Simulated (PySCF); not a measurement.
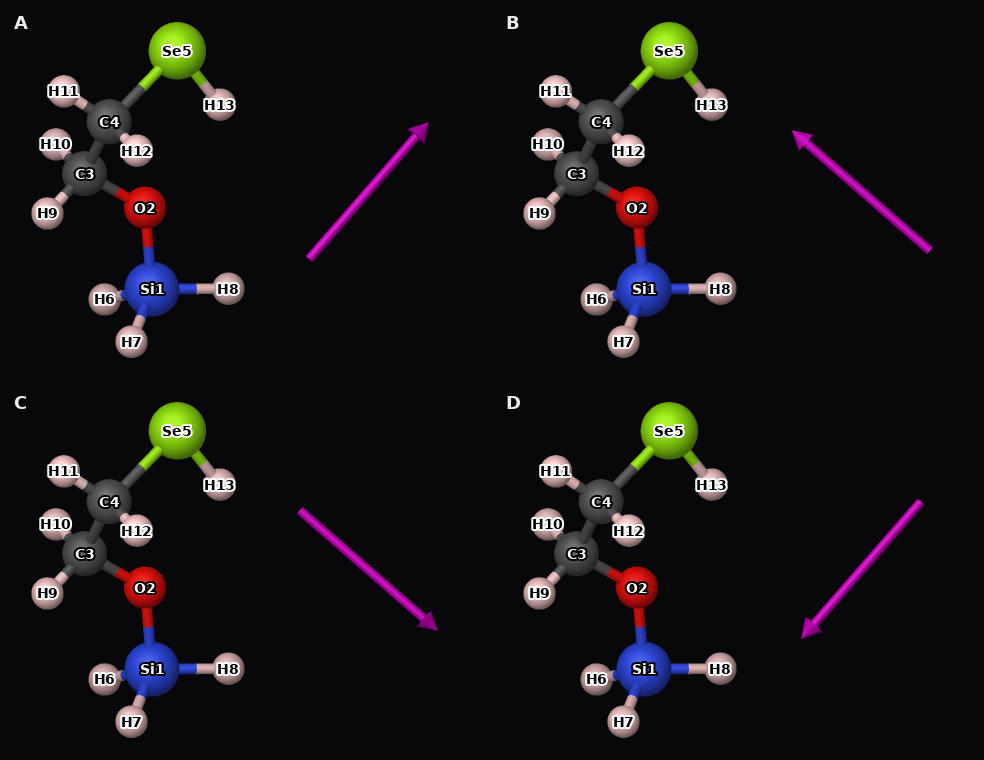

The same molecule four times, each with an arrow. The computed structure is the end point of a GFN2-xTB optimisation. No frequency run is at hand to confirm it as a minimum. Method: ωB97X-D/def2-SVPD, gas phase (PySCF 2.14.0).

> Which arrow points along the dipole moment, from the negative to the positive end?

D. The dipole moment is 2.35 D; it points from the side of Se5, H13 to the side of H7 (the outermost atoms at the two ends).

The geometry is semi-empirical. Around Se, Si such bond lengths and angles can be off by a tenth of an ångström or more and by several degrees, and values that hang on the shape move with them.
